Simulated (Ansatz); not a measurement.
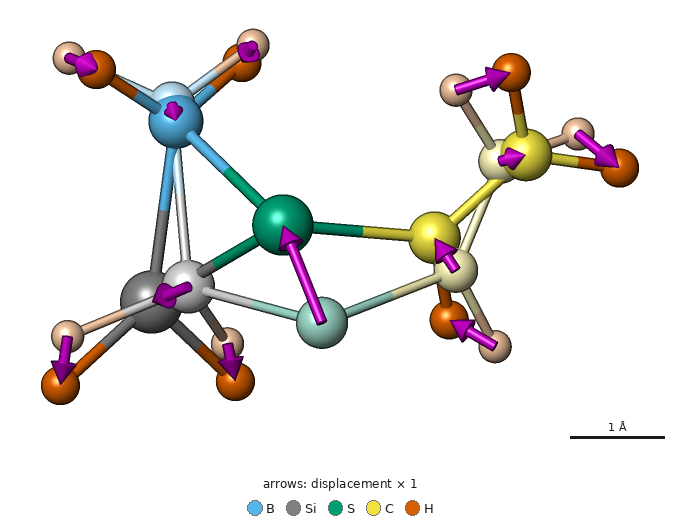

This is a relaxation of C₂H₇BSSi (coarse preliminary run). The starting structure is drawn faded, the final one solid; purple arrows show the displacements, at their true length. The two geometries are superimposed by the best rigid fit.

Style: ball-and-stick. Shown face on.

The start comes from a force field.

All numbers below come from RKS PBE-D4/def2-SVP (Ansatz 0.2.0).

Input
```yaml
crystal:
  periodic: [false, false, false]
  atoms:
    - {symbol: B, position_ang: [0.314300, 1.746900, 0.749200]}
    - {symbol: Si, position_ang: [-1.344800, 0.749800, 0.414100]}
    - {symbol: S, position_ang: [-1.006600, -1.322200, 0.824700]}
    - {symbol: C, position_ang: [0.081400, -1.549500, -0.648100]}
    - {symbol: C, position_ang: [1.337900, -1.467400, -0.623500]}
    - {symbol: H, position_ang: [1.248800, 1.580900, 0.122600]}
    - {symbol: H, position_ang: [0.285600, 2.655100, 1.549400]}
    - {symbol: H, position_ang: [-2.371600, 1.260200, 1.290500]}
    - {symbol: H, position_ang: [-1.755700, 0.925200, -0.944100]}
    - {symbol: H, position_ang: [-0.487900, -1.806100, -1.553300]}
    - {symbol: H, position_ang: [1.836700, -1.222200, 0.343000]}
    - {symbol: H, position_ang: [1.938800, -1.605800, -1.490600]}
basis:
  gaussian: {orbitals: def2-SVP}
hamiltonian: {xc: pbe, dispersion: d4}
relax: {f_tol: 0.03, max_steps: 200}
```

Command:
```bash
ansatz run in.yaml --threads 4 --pin off --events-out ev --progress --plain --max-ram 10444MiB
```

### Which element moves most?

Sulfur: up to 1.18 Å, against 0.75 Å for hydrogen.

### Describe the change and its energy.

The largest move after the best rigid fit is that of S3, 1.18 Å. Largest moves by element: S 1.18 Å, H 0.75 Å, Si 0.60 Å, C 0.43 Å, B 0.22 Å. Some distances before and after: B1–S3 3.342 → 2.055 Å, Si2–S3 2.139 → 2.291 Å, C4–C5 1.259 → 1.342 Å, B1–H6 1.137 → 1.214 Å. Bond angles that change, for instance: B1–Si2–S3 109.0° → 57.1°, B1–Si2–H8 108.5° → 126.1°, B1–Si2–H9 110.0° → 124.4°. Groups turn about S3–C4 by about 55°, Si2–S3 by about 30°. The energy falls by 1.120 eV in 14 accepted moves (15 points after the start). The largest force component goes from 6.3 to 0.02 eV/Å. The line search rejected the trial step at point 10 of the run.
